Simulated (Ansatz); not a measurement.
## Electronic structure of ClGaH$_{2}$ in real space

The calculation's input:

```
crystal:
  periodic: [false, false, false]
  atoms:
    - { symbol: Ga, position_ang: [0.126545, 0.0, 0.278229] }
    - { symbol: H, position_ang: [0.487691, 0.0, 1.783344] }
    - { symbol: Cl, position_ang: [2.295149, 0.0, -0.107785] }
    - { symbol: H, position_ang: [-0.951686, 0.0, -0.823588] }
basis:
  gaussian: { orbitals: def2-SVP }
hamiltonian:
  xc: r2scan
relax:
  f_tol: 0.03
  max_steps: 50
output:
  orbitals: {}
```

Command:

```sh
ansatz run input.yaml --threads 1 --pin off --max-ram 2048MiB --backend cpu --events-out ev --progress --plain --runs-dir out
```

The fields are those of the run's last geometry, not of the input's.

The calculation used RKS r2SCAN/def2-SVP (Ansatz 0.2.0).

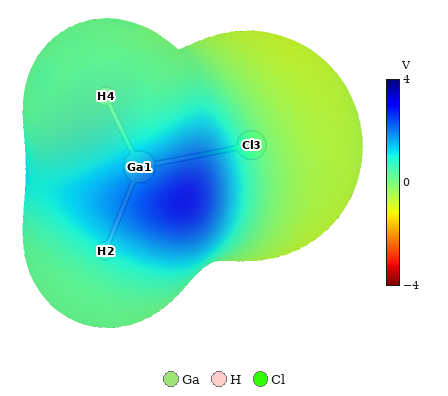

Figure 1. The electrostatic potential painted on the density surface at 0.002 e/bohr³, seen at a tilt; red is negative and blue positive.

Where is the surface potential most negative and most positive?

Answer. The most negative region (about −0.8 V, or −18 kcal/mol for a unit charge) lies over Cl3, the most positive (about +2.9 V, or +67 kcal/mol for a unit charge) over Ga1.

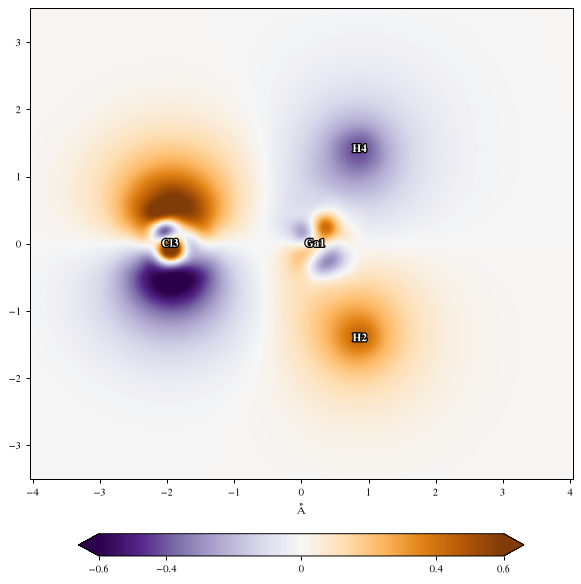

Figure 2. One frontier orbital on the molecular plane (values in Å⁻³ᐟ²; the overall sign is arbitrary).

Which orbital is it: HOMO or LUMO?

Answer. The HOMO, at −7.33 eV. By Hirshfeld shares it lies mainly on Cl3 (about 65 %), Ga1 (about 15 %), H2 (about 10 %) and H4 (about 10 %); it is symmetric in the molecular plane (an in-plane orbital: σ, lone-pair or in-plane π type).

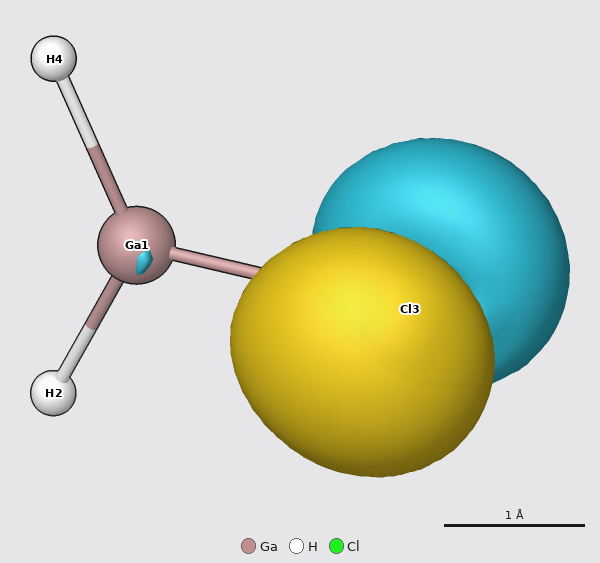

Figure 3. The HOMO−1 at ±0.2 Å⁻³ᐟ² (yellow and cyan are the two phases), seen at a tilt.

What is the character of this orbital?

Answer. By Hirshfeld shares it lies mainly on Cl3 (about 90 %) and Ga1 (about 10 %); it changes sign across the molecular plane (π type). Its energy is −8.05 eV.
